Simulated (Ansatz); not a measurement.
## Electronic structure of FH5OW···HF in real space

Input

```
crystal:
  periodic: [false, false, false]
  atoms:
    - { symbol: W, position_ang: [0.0, 0.0, 0.0] }
    - { symbol: F, position_ang: [0.0, 0.0, 2.2] }
    - { symbol: H, position_ang: [1.72, 0.0, 0.0] }
    - { symbol: H, position_ang: [0.0, 1.72, 0.0] }
    - { symbol: H, position_ang: [-1.72, 0.0, 0.0] }
    - { symbol: H, position_ang: [0.0, -1.72, 0.0] }
    - { symbol: F, position_ang: [0.0, 0.0, -1.85] }
    - { symbol: O, position_ang: [1.4721, 1.5335, 0.7063] }
    - { symbol: H, position_ang: [2.2027, 1.0805, 1.2365] }
    - { symbol: H, position_ang: [0.8771, 0.9137, 1.8599] }
basis:
  gaussian: { orbitals: def2-SVP }
hamiltonian:
  xc: pbe
relax:
  f_tol: 0.15
  max_steps: 25
  restrain:
    - { distance: [0, 7], at: 1.94, k: 30.0 }
    - { distance: [9, 1], at: 0.92, k: 30.0 }
    - { distance: [0, 1], at: 3.05, k: 30.0 }
    - { distance: [9, 7], at: 2.21, k: 30.0 }
output:
  orbitals: {}
```

Launched as:

```sh
ansatz run input.yaml --threads 2 --pin off --max-ram 3072MiB --backend cpu --events-out ev --progress --plain --runs-dir out
```

The fields are those of the run's last geometry, not of the input's.

Core potentials replace the inner electrons of W; not at a stationary point (largest force 0.6 eV/Å).

These are results of Ansatz 0.2.0, RKS PBE/def2-SVP, not measurements.

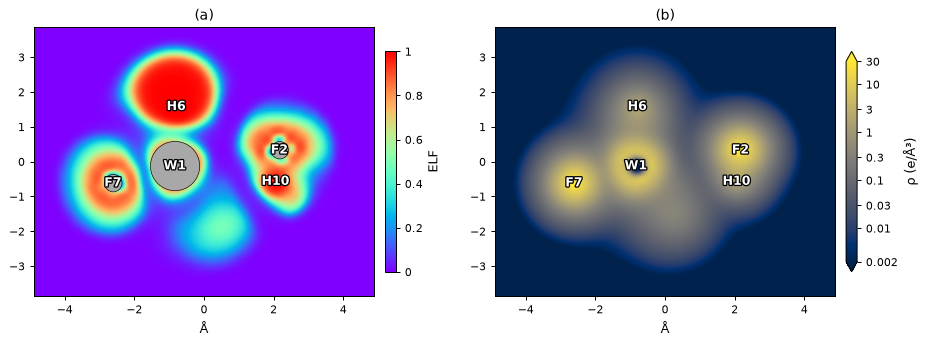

Figure 1. (a) electron localisation function; (b) electron density on the plane of atoms H6, W1 and F7. Grey discs cover the atomic cores in the ELF map.

Question: Read the bonding off the picture.

Answer: The plane passes through W, F and H nuclei. W1···F2 (3.04 Å): the density falls to about 0.06 e/Å³ on the way; the ELF dips to about 0 between them. W–F (1.84 Å): the density is about 1.1 e/Å³ at the midpoint; the ELF peaks at about 0.85 in the valence shell of F, 0.5 Å from its nucleus, and drops to about 0.20 between the two atoms. F–H (0.93 Å): ρ at the midpoint is about 4.5 e/Å³; the ELF climbs to about 1 towards the hydrogen, as it does in any bond to H: a covalent bond by its length. W–H (1.70 Å): ρ is about 1.5 e/Å³ halfway; the ELF climbs to about 1 towards the hydrogen. The ELF also peaks beside F2, away from the bonds: lone-pair regions.

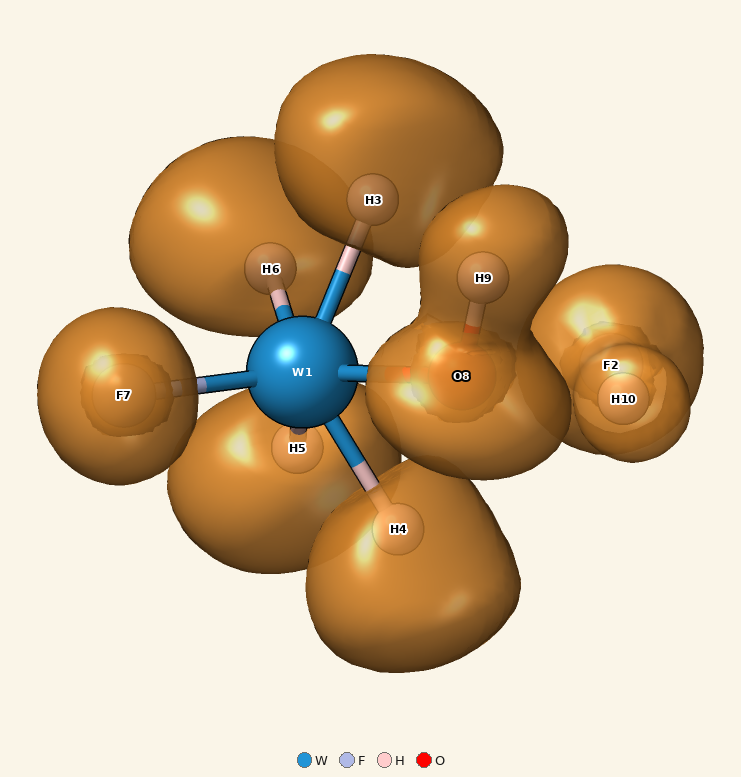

Figure 2. Isosurface of the ELF at 0.75 (orange), seen from one side. Only the valence region is drawn (cores and ρ < 0.01 e/Å³ removed).

Question: Describe the localisation domains.

Answer: At this value the surface marks out four regions around hydrogen nuclei, one region wrapped around F (its valence shell), one joined region spread over several atoms (F, H), in which their bonds and any lone pairs are merged and one joined region spread over several atoms (H, O), in which their bonds and any lone pairs are merged.

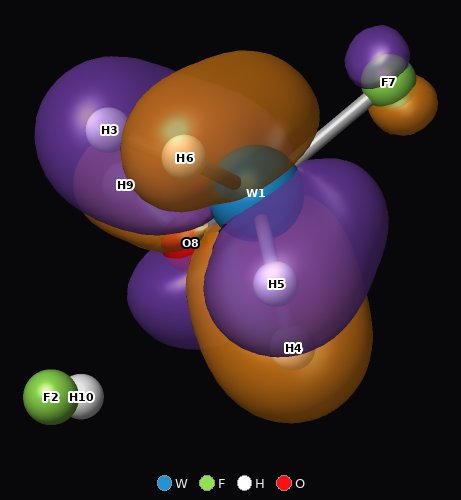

Figure 3. One frontier orbital at ±0.1 Å⁻³ᐟ² (orange and purple are the two phases), seen at an oblique angle.

Question: Which orbital is it: HOMO or LUMO?

Answer: The HOMO, at −6.33 eV. Its weight (Hirshfeld) is mainly on W1 (about 45 %), O8 (about 20 %), H4 (about 10 %), H5 (about 10 %), H3 (about 10 %) and H6 (about 5 %).
